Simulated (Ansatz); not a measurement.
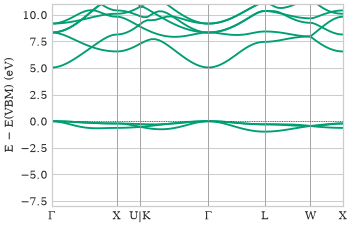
Figure. Band structure from plane-wave PAW PBE (Ansatz code)

Problem. Read off the gap and where the band edges lie.

Solution. About 5.0 eV (5.05 eV by a search for the band edges); maximum at Γ, minimum at Γ.

The material is KCl (rock salt, Fm-3m).

Symmetry was held in the PBE relaxation; phonons on a q-mesh show no instability.

Potentials: the later of the program's two PAW sets.
